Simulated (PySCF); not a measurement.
Pb(I)(SiH3), SMILES [SiH3][Pb][I] (H3IPbSi), singlet, PBE0/def2-SVP optimised geometry. Atoms within 1.6 Å of the plane z = 1.0 Å (x, y, z in Å): Pb1 (-1.67, -0.73, 0.00), I2 (-1.68, 2.11, 0.00), Si3 (1.09, -0.73, 0.00), H4 (1.68, -2.11, -0.01), H5 (1.60, -0.02, 1.22).

Level of theory: PBE0/def2-TZVP, def2 effective core potentials past Kr (PySCF). The core electrons that the potentials of I, Pb replace are not part of the density.

Map of the log10 of the electron density (e/bohr³), floored at −4 on the plane z = 1.0 Å:

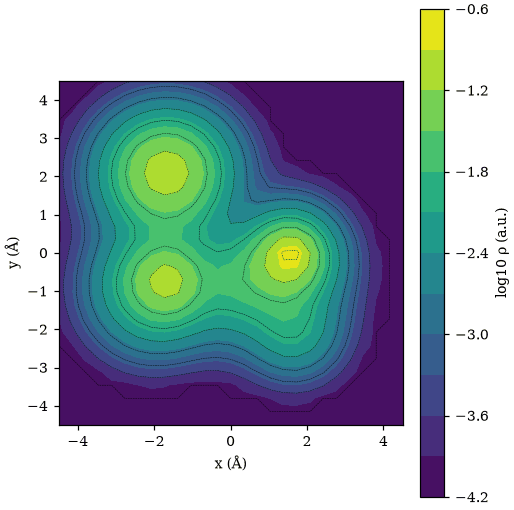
Figure: Log10 of the electron density (e/bohr³), floored at −4 on the plane z = 1.0 Å.
